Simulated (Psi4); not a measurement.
**C2HF (SMILES C#CF) at HSE06/cc-pVTZ**

What is the vertical ionisation energy of C2HF at HSE06/cc-pVTZ? 

The calculation is run with Psi4 1.11.

1 further run of the same task is left out (set aside as unsound or not needed).

**1. The system as given**

The species is C2HF (4 atoms), meant as a singlet with charge 0. SMILES: `C#CF`. The coordinates come from a PBE0-D4/def2-TZVP relaxation.

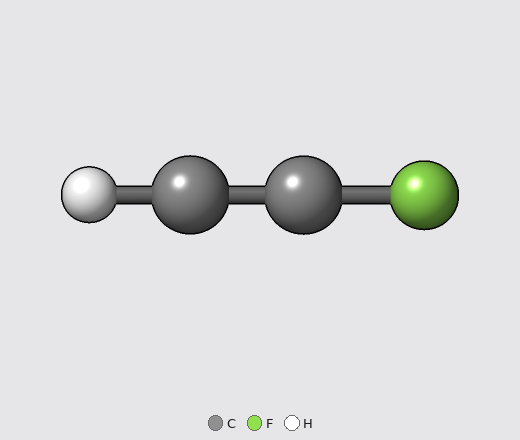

The structure, seen from a chosen angle (carbon grey, fluorine green, hydrogen white).

**2. A single-point energy at HSE06/cc-pVTZ**

Contents of job.in:

```
memory 2.2 GB

molecule geom {
  0 1
  C     -0.361030     0.453110    -0.290220
  C      0.303270    -0.380840     0.243810
  F      1.010600    -1.269010     0.812300
  H     -0.952830     1.196740    -0.765890
  symmetry c1
}

set basis cc-pVTZ
set puream true
set e_convergence 1e-09
set d_convergence 1e-08
set scf_type pk
set dft_radial_points 99
set dft_spherical_points 590

energy('hse06')
```

Command:

```console
$ psi4 job.in job.out -n 1
```

job.out:

```text
[...]
  Running in c1 symmetry.
[...]
  Nuclear repulsion =   55.832094169203366
[...]
  Multiplicity = 1
[...]
  Nalpha       = 11
  Nbeta        = 11
[...]
    Number of basis functions: 104
[...]
   @RKS iter   1:  -176.21500058947390   -2.04871e-01   6.61971e-03 ADIIS/DIIS
[...]
   @RKS iter  10:  -176.43538611703113   -2.41016e-11   3.01958e-09 DIIS
[...]
    Orbital Energies [Eh]
    ---------------------
    Doubly Occupied:
       1A    -24.844128     2A    -10.305554     3A    -10.221410
       4A     -1.324735     5A     -0.779373     6A     -0.645211
       7A     -0.531240     8A     -0.530727     9A     -0.530727
      10A     -0.289262    11A     -0.289262
[...]
  @RKS Final Energy:  -176.43538611703113
   => Energetics <=
    Nuclear Repulsion Energy =             55.8320941692033657
    One-Electron Energy =                -352.0002723990530740
    Two-Electron Energy =                 136.3277146518507266
    DFT Exchange-Correlation Energy =     -16.5949225390321260
    Empirical Dispersion Energy =           0.0000000000000000
    VV10 Nonlocal Energy =                  0.0000000000000000
    Total Energy =                       -176.4353861170311291
[...]
 Multipole Moments:
 ------------------------------------------------------------------------------------
     Multipole            Electronic (a.u.)      Nuclear  (a.u.)        Total (a.u.)
 ------------------------------------------------------------------------------------
 L = 1.  Multiply by 2.5417464519 to convert [e a0] to [Debye]
 Dipole X            :          1.7301202           -1.8442565           -0.1141362
 Dipole Y            :         -2.1725218            2.3160865            0.1435647
 Dipole Z            :          1.3906735           -1.4823992           -0.0917257
 Magnitude           :                                                    0.2050646
[...]
```

Run time: 42 s. Hardware: 1 thread of Intel Xeon at 2.50GHz (Skylake/Cascade Lake), shared host; peak memory 1.1 GiB.

**3. The doublet cation, same level**

Contents of job.json:

```json
{
  "schema_name": "qcschema_input",
  "schema_version": 1,
  "molecule": {
    "schema_name": "qcschema_molecule",
    "schema_version": 2,
    "symbols": ["C", "C", "F", "H"],
    "geometry": [-0.68224782, 0.8562538, -0.54843632, 0.57309724, -0.7196833, 0.46073413, 1.90975722, -2.39808135, 1.53502453, -1.80058774, 2.26151084, -1.44732234],
    "molecular_charge": 1,
    "molecular_multiplicity": 2,
    "fix_symmetry": "c1",
    "fix_com": true,
    "fix_orientation": true
  },
  "driver": "energy",
  "model": {
    "method": "hse06",
    "basis": "cc-pVTZ"
  },
  "keywords": {
    "reference": "uks",
    "puream": true,
    "e_convergence": 1e-09,
    "d_convergence": 1e-08,
    "scf_type": "pk",
    "dft_radial_points": 99,
    "dft_spherical_points": 590,
    "maxiter": 100
  }
}
```

Command:

```console
$ psi4 --qcschema job.json -n 1 --memory 2200MB
```

stdout:

```text
[...]
  Running in c1 symmetry.
[...]
  Nuclear repulsion =   55.832094240306979
[...]
  Multiplicity = 2
[...]
  Nalpha       = 11
  Nbeta        = 10
[...]
    Number of basis functions: 104
[...]
   @UKS iter   1:  -175.88980150038930    1.20328e-01   5.16594e-03 DIIS/ADIIS
[...]
   @UKS iter  13:  -176.02560705616619   -5.82361e-11   6.90046e-09 DIIS
[...]
   @S^2 Observed:                7.525245696E-01
[...]
    Orbital Energies [Eh]
    ---------------------
    Alpha Occupied:
       1A    -25.171199     2A    -10.689859     3A    -10.609365
       4A     -1.637621     5A     -1.167872     6A     -0.955509
       7A     -0.859009     8A     -0.851340     9A     -0.834197
      10A     -0.669893    11A     -0.632640
    Alpha Virtual:
      12A     -0.300732    13A     -0.271319    14A     -0.250166
      15A     -0.147134    16A     -0.068428    17A      0.004899
      18A      0.021284    19A      0.035539    20A      0.109252
      21A      0.122583    22A      0.181739    23A      0.240129
      24A      0.242138    25A      0.246033    26A      0.387666
[...]
  @UKS Final Energy:  -176.02560705616619
   => Energetics <=
    Nuclear Repulsion Energy =             55.8320942403069793
    One-Electron Energy =                -344.6192415771957940
    Two-Electron Energy =                 129.0771283108956311
    DFT Exchange-Correlation Energy =     -16.3155880301729788
    Empirical Dispersion Energy =           0.0000000000000000
    VV10 Nonlocal Energy =                  0.0000000000000000
    Total Energy =                       -176.0256070561661943
[...]
 Multipole Moments:
 ------------------------------------------------------------------------------------
     Multipole            Electronic (a.u.)      Nuclear  (a.u.)        Total (a.u.)
 ------------------------------------------------------------------------------------
 L = 1.  Multiply by 2.5417464519 to convert [e a0] to [Debye]
 Dipole X            :        -14.8065854           14.7323238           -0.0742616
 Dipole Y            :         18.5950736          -18.5017983            0.0932753
 Dipole Z            :        -11.9013267           11.8416853           -0.0596414
 Magnitude           :                                                    0.1333122
[...]
```

The result, in JSON:

```text
{
 "driver": "energy",
 "model": {
  "method": "hse06",
  "basis": "cc-pVTZ"
 },
 "success": true,
 "return_result": -176.0256070561662,
 "properties": {
  "calcinfo_nbasis": 104,
  "calcinfo_nmo": 104,
  "calcinfo_nalpha": 11,
  "calcinfo_nbeta": 10,
  "calcinfo_natom": 4,
  "nuclear_repulsion_energy": 55.83209424030698,
  "return_energy": -176.0256070561662,
  "scf_one_electron_energy": -344.6192415771958,
  "scf_two_electron_energy": 129.07712831089563,
  "scf_xc_energy": -16.31558803017298,
  "scf_dipole_moment": [-0.07426160607978716, 0.09327525131888237, -0.05964138425664878],
  "scf_total_energy": -176.0256070561662,
  "scf_iterations": 13
 }
}
```

Run time: 70 s. Hardware: 1 thread of Intel Xeon at 2.50GHz (Skylake/Cascade Lake), shared host; peak memory 1.1 GiB.

**4. Summary of results**

At HSE06/cc-pVTZ:

| quantity | value |
| --- | --- |
| singlet C2HF: total energy | -176.43539 Eh |
| singlet C2HF: dipole moment | 0.52 D |
| singlet C2HF: HOMO energy | -7.87 eV |
| singlet C2HF: LUMO energy | 1.13 eV |
| singlet C2HF: HOMO–LUMO gap | 9.00 eV |
| doublet cation: total energy | -176.02561 Eh |
| doublet cation: HOMO energy (highest over α and β) | -16.90 eV |
| doublet cation: LUMO energy (lowest over α and β) | -14.40 eV |
| doublet cation: ⟨S²⟩ | 0.753 |
| vertical ionisation energy (to the doublet cation) | 11.151 eV |

In words: Removing an electron at fixed nuclei costs 11.15 eV (257 kcal/mol). The negative HOMO energy of the first species, 7.87 eV, lies 3.28 eV below that difference.
